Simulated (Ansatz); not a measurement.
```xyz
7

Cl    0.5952   -2.2888    1.6944
F    -0.5352    0.4303    1.2994
Si   -0.1262   -0.8726    0.4813
Si   -0.6185   -1.0120   -1.7509
Si    1.6720   -1.0221   -1.7266
H     2.5145   -2.0009   -0.9810
H     2.4393   -0.1854   -2.6887
```

Geometry: PBE0-D3(BJ)/def2-SVP.

Theory: isolated molecule in a Gaussian basis; Kohn-Sham density functional theory, functional PBE0 (Ansatz).

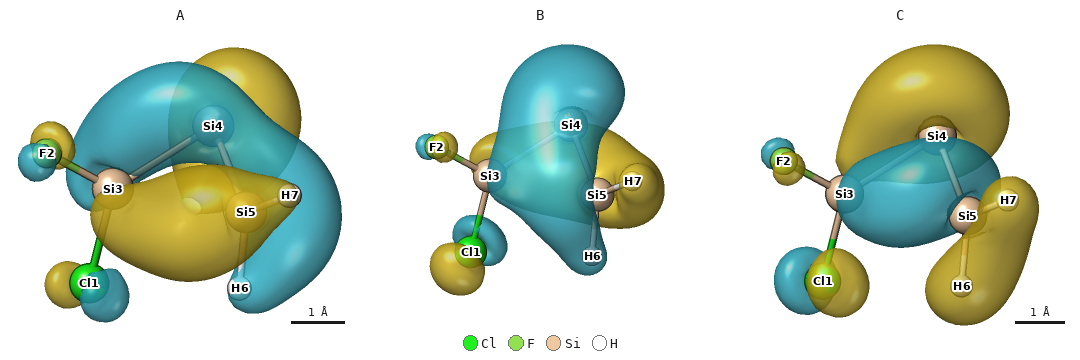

ClFH2Si3 (SMILES F/[Si](Cl)=[Si]/[SiH2+]) (charge +1, doublet). Three frontier orbitals at ±0.08 Å⁻³ᐟ² (yellow and cyan are the two phases), in no order.

**Order the three orbitals by energy and name them. All are α orbitals.**

C is the HOMO−1 (α) (−13.38 eV). It lies mainly on Si4 (about 50 %), Si5 (about 25 %), Si3 (about 10 %) and H6 (about 5 %). B is the HOMO (α) (−11.84 eV). Its weight (Hirshfeld) is mainly on Si4 (about 50 %), Si5 (about 25 %) and Si3 (about 15 %). A is the LUMO (α) (−8.36 eV). Its weight (Hirshfeld) is mainly on Si4 (about 40 %), Si5 (about 35 %) and Si3 (about 15 %).

**What is the gap between the highest occupied and lowest empty α orbitals?**

3.48 eV between the orbital energies.
